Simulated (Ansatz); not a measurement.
**SiGeH₄ (singlet): trial inputs and their diagnosis at distance Ge2–H6 = 3.455 Å**

3 inputs are run for SiGeH₄ (singlet) as typed; the log has to tell whether the result can be used and what must change.

Method: the settings change from run to run; program: Ansatz 0.2.0, Gaussian basis.

15 further runs of the same task are left out: 10 that didn't finish, 5 set aside as unsound or not needed.

## Step 1: The system

The geometry derives from a PBE0/def2-TZVP stationary point (not a proven minimum). One bond is set to the value named and the two fragments are kept rigid. No spin-orbit coupling is included. The filled d shell of Ge may be among the frozen orbitals whatever the setting's name suggests; the logs give the count.

6 atoms, charge 0, spin multiplicity 1.

Atoms are counted from 1 here; the program's logs count them from 0.

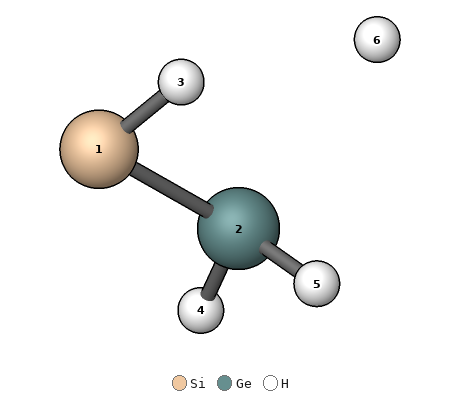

The geometry (silicon light orange, germanium teal, hydrogen white); atoms are numbered from 1 in the order of the file.

## Step 2: Attempt 1

File in.yaml:

```yaml
crystal:
  periodic: [false, false, false]
  atoms:
    - {symbol: Si, position_ang: [0.013777, -0.102700, 1.775180]}
    - {symbol: Ge, position_ang: [0.014296, 0.003597, -0.652059]}
    - {symbol: H, position_ang: [0.016464, 1.423018, 1.810198]}
    - {symbol: H, position_ang: [-0.017055, -1.370676, -1.347873]}
    - {symbol: H, position_ang: [1.284284, 0.738210, -1.136578]}
    - {symbol: H, position_ang: [-2.697826, 1.811851, -1.797328]}
basis:
  gaussian: {orbitals: STO-3G}
correlation: {active_space: {window: {electrons: 6, orbitals: 2}}}
```

Run with:

```bash
$ ansatz run in.yaml --threads 1 --pin off --events-out ev --progress --plain --max-ram 2393MiB
```

The program printed:

```text
Functional definition: HF
  name "HF"
  cite "Fock, Z. Phys. 61, 126 (1930) doi:10.1007/BF01340294"
  parent pbe
  exchange = exact_x
  correlation = 0
323 factors; integrals over basis functions are off by at most 2.9e-5 eV
mean field evaluation 1: about -63650.3066 eV, gradient 1.5e1 eV
mean field evaluation 2: about -63650.3149 eV, gradient 1.5e1 eV
mean field evaluation 4: about -63655.0392 eV, gradient 4.7e0 eV
mean field evaluation 8: about -63655.4139 eV, gradient 1.6e-1 eV
mean field evaluation 16: about -63653.4179 eV, gradient 1.4e-2 eV
mean field evaluation 32: about -63655.0271 eV, gradient 4.7e0 eV
mean field -63655.41204437 eV, -2339.2932454427 hartree, gradient 6.1e-6 eV, S^2 0.000000; 3 other end points of the search recorded, 0 dependent functions left out
reference -63655.41204437 eV, -2339.2932454427 hartree; 25, 25 occupied and 6, 6 virtual orbitals, 323 factors
Error: 6 electrons in 2 orbitals form no window around the highest filled level of the reference
```

Run time: 0.33 s. Hardware: 1 thread of Arm Neoverse V1, shared host.

Diagnosis: The run stopped with an error. The active window can't be built from these electrons and orbitals. To mend it, choose counts that fit the spin, the electrons and the basis.

## Step 3: Attempt 2

File in.yaml:

```yaml
crystal:
  periodic: [false, false, false]
  atoms:
    - {symbol: Si, position_ang: [0.013777, -0.102700, 1.775180]}
    - {symbol: Ge, position_ang: [0.014296, 0.003597, -0.652059]}
    - {symbol: H, position_ang: [0.016464, 1.423018, 1.810198]}
    - {symbol: H, position_ang: [-0.017055, -1.370676, -1.347873]}
    - {symbol: H, position_ang: [1.284284, 0.738210, -1.136578]}
    - {symbol: H, position_ang: [-2.697826, 1.811851, -1.797328]}
basis:
  gaussian: {orbitals: "6-31G*"}
hamiltonian: {xc: pbe0}
correlation: {active_space: {window: {electrons: 2, orbitals: 2}}}
scf: {lower_state_search: full}
```

Launched as before.

The program printed:

```text
Error: invalid value for `correlation.active_space`: it starts from restricted Hartree–Fock orbitals; set hamiltonian.xc: hf without magnetization.spin_polarized
```

Wall time 0.03 s (1 thread of Arm Neoverse V1, shared host).

What is wrong: The run was refused. An active space is asked on a functional's orbitals. To mend it, start from Hartree-Fock.

## Step 4: Attempt 3

File in.yaml:

```yaml
crystal:
  periodic: [false, false, false]
  atoms:
    - {symbol: Si, position_ang: [0.013777, -0.102700, 1.775180]}
    - {symbol: Ge, position_ang: [0.014296, 0.003597, -0.652059]}
    - {symbol: H, position_ang: [0.016464, 1.423018, 1.810198]}
    - {symbol: H, position_ang: [-0.017055, -1.370676, -1.347873]}
    - {symbol: H, position_ang: [1.284284, 0.738210, -1.136578]}
    - {symbol: H, position_ang: [-2.697826, 1.811851, -1.797328]}
basis:
  gaussian: {orbitals: cc-pVDZ}
hamiltonian: {xc: pbe}
correlation: {method: fic_mrcisd_q, electrons: all, active_space: {window: {electrons: 2, orbitals: 2}}}
accuracy: high
```

Launched as before.

The program printed:

```text
Error: invalid value for `correlation.active_space`: it starts from restricted Hartree–Fock orbitals; set hamiltonian.xc: hf without magnetization.spin_polarized
```

Wall time 0.03 s (1 thread of Arm Neoverse V1, shared host).

What is wrong: The run was refused. An active space is asked on a functional's orbitals. Fix: start from Hartree-Fock.

## Step 5: How the runs ended

```
attempt                  level                ended                                                               cause    time
      1     CASSCF(6,2)/STO-3G  stopped by an error  the active window can't be built from these electrons and orbitals  0.33 s
      2     CASSCF(2,2)/6-31G*              refused                 an active space is asked on a functional's orbitals  0.03 s
      3  MRCISD+Q(2,2)/cc-pVDZ              refused                 an active space is asked on a functional's orbitals  0.03 s
```

1 stopped by an error, 2 refused.
